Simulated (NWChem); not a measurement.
**triplet NO+: levels of theory compared**

Aim: a comparison of 4 runs (UHF/STO-3G, UHF/3-21G, UB3LYP/6-31G*) of triplet NO+. 

The calculation is run with NWChem 7.3.0.

## Step 1: The system as given

NO+: 2 atoms, total charge +1, spin state triplet. SMILES of the parent species: `N#[O+]`. The bond length is the one measured for the parent species. That shape belongs to the parent species and isn't relaxed for this state.

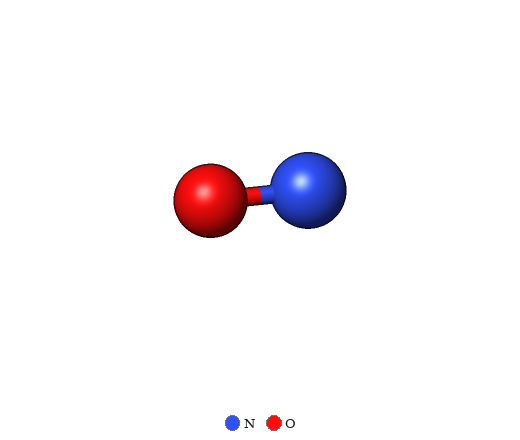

The structure, seen from a chosen angle (nitrogen blue, oxygen red).

## Step 2: A single-point energy at UHF/STO-3G (run 1)

no.xyz

```xyz
2
NO
N      0.000000     0.000000     0.000000
O      0.000000     0.000000     1.063220
```

run.py

```python
from ase.io import read
from ase.calculators.nwchem import NWChem

system = read('no.xyz')

calc = NWChem(
    label='no',
    theory='scf',
    memory='2200 mb',
    basis='STO-3G',
    basispar='spherical bse',
    charge=1,
    scf={'nopen': '2', 'uhf': None, 'thresh': '1e-08', 'maxiter': '80'},
    task='energy',
)
system.calc = calc

print(f"energy = {system.get_potential_energy():.6f} eV")
```

Started as:

```sh
$ export ASE_NWCHEM_COMMAND="nwchem PREFIX.nwi > PREFIX.nwo"
$ python run.py
```

Standard output:

```text
energy = -3454.708718 eV
```

The calculator wrote no.nwi:

```
title "no"

permanent_dir no

scratch_dir no

start no

geometry units angstrom nocenter noautosym noautoz
  N  0.0000000000000000e+00 0.0000000000000000e+00 0.0000000000000000e+00
  O  0.0000000000000000e+00 0.0000000000000000e+00 1.0632200000000001e+00
end

charge 1

memory 2200 mb

basis spherical bse noprint
   * library STO-3G
end

scf
  nopen 2
  uhf
  thresh 1e-08
  maxiter 80
end

task scf energy
```

no.nwo, shortened:

```text
[...]
      One electron energy =   -221.216705144489
[... 1 line left out ...]
 Nuclear repulsion energy =     27.871866541246
[... 22 lines left out ...]
          Final beta eigenvalues
[... 79 lines left out ...]
                     UHF Final Beta Molecular Orbital Analysis
[...]
```

It took 1.4 s on 1 thread of Intel Xeon Platinum 8488C (Sapphire Rapids), shared host; peak memory 0.1 GiB.

## Step 3: A single-point energy at UHF/3-21G (run 2)

job.nw

```
START job
memory total 2200 mb
charge 1
GEOMETRY units angstroms noautosym nocenter noautoz
   N     0.000000    0.000000    0.000000
   O     0.000000    0.000000    1.063220
END
BASIS spherical bse
   * library 3-21G
END
SCF
   nopen 2
   uhf
   thresh 1e-08
   maxiter 80
   noprint "final vectors analysis"
END
TASK scf
```

Started as:

```sh
$ nwchem job.nw > job.out
```

Standard output:

```text
[...]
  functions       =    18
[...]
  wavefunction    = UHF
[...]
         Total SCF energy =   -127.912190143295
      One electron energy =   -223.354030434499
      Two electron energy =     67.569973749958
 Nuclear repulsion energy =     27.871866541246
                       Sz =      1.0000
                 Sz(Sz+1) =      2.0000
                      S^2 =      2.2539
[...]
```

Wall time 0.79 s (1 thread of Intel Xeon Platinum 8488C (Sapphire Rapids), shared host); peak memory 0.1 GiB.

Run 3 isn't shown in full; the table further down has it.

## Step 4: The energy at UB3LYP/6-31G(d) (Cartesian functions) (run 4)

struct.nw

```
start struct
title "NO B3LYP"
memory total 2200 mb
charge 1

geometry units atomic noautosym nocenter noautoz
  N      0.00000000     0.00000000     0.00000000
  O      0.00000000     0.00000000     2.00919461
end

basis
  * library 6-31G*
end

dft
  xc b3lyp
  mult 3
  grid xfine
  convergence energy 1e-08
  iterations 100
  mulliken
end

task dft energy
```

Started as:

```sh
$ nwchem struct.nw > struct.out
```

Standard output:

```text
[...]
          Wavefunction type:  spin polarized.
          No. of atoms     :     2
          No. of electrons :    14
[...]
          Charge           :     1
          Spin multiplicity:     3
[...]
          AO basis - number of functions:    30
[...]
              XC Information
              --------------
                         B3LYP Method XC Potential
                     Hartree-Fock (Exact) Exchange  0.200
                        Slater Exchange Functional  0.800 local
                    Becke 1988 Exchange Functional  0.720 non-local
              Lee-Yang-Parr Correlation Functional  0.810
                  VWN I RPA Correlation Functional  0.190 local
[...]
 d= 0,ls=0.0,diis     1   -129.1320413605 -1.57D+02  2.15D-02  3.78D-01     0.4
[...]
 d= 0,ls=0.0,diis    11   -129.2496723335 -8.06D-09  1.73D-06  2.25D-09     3.7
[...]
         Total DFT energy =     -129.249672333456
      One electron energy =     -224.874785616873
           Coulomb energy =       82.780305491084
    Exchange-Corr. energy =      -15.027056745468
 Nuclear repulsion energy =       27.871864537801
[...]
      Total Density - Mulliken Population Analysis
     ---------------------------------------------
    Atom       Charge   Shell Charges
 -----------   ------   -------------------------------------------------------
    1 N    7     6.26   1.99  0.87  2.24  0.51  0.59  0.06
    2 O    8     7.74   1.99  1.00  2.76  0.89  1.04  0.05
[...]
      <S2> =      2.0088 (Exact =     2.0000)
[...]
```

It took 4.5 s on 1 thread of Intel Xeon Platinum 8488C (Sapphire Rapids), shared host; peak memory 0.11 GiB.

## Step 5: All runs side by side

| run | level | iteration cap | module | energy (Eh) | HOMO energy (eV) | ⟨S²⟩ | wall time |
| --- | --- | --- | --- | --- | --- | --- | --- |
| 1 | UHF/STO-3G | 80 | scf | -126.958205 | -23.31 | 2.208 | 1.4 s |
| 2 | UHF/3-21G | 80 | scf | -127.912190 | – | 2.254 | 0.79 s |
| 3 | UB3LYP/6-31G* (spherical functions) | 100 | dft | -129.247523 | -17.19 | 2.009 | 3.6 s |
| 4 | UB3LYP/6-31G* (Cartesian functions) | 100 | dft | -129.249672 | -17.19 | 2.009 | 4.5 s |

## Step 6: Summary of results

| quantity | value |
| --- | --- |
| run 4: total energy | -129.24967 Eh |
| run 4: HOMO energy (highest over α and β) | -17.19 eV |
| run 4: ⟨S²⟩ | 2.009 |

In words: In run 1 the basis is minimal, so the values are rough. Spin contamination of the reference: run 2 ⟨S²⟩ = 2.25, run 1 ⟨S²⟩ = 2.21. All runs together took 10 s, the longest 4.5 s.
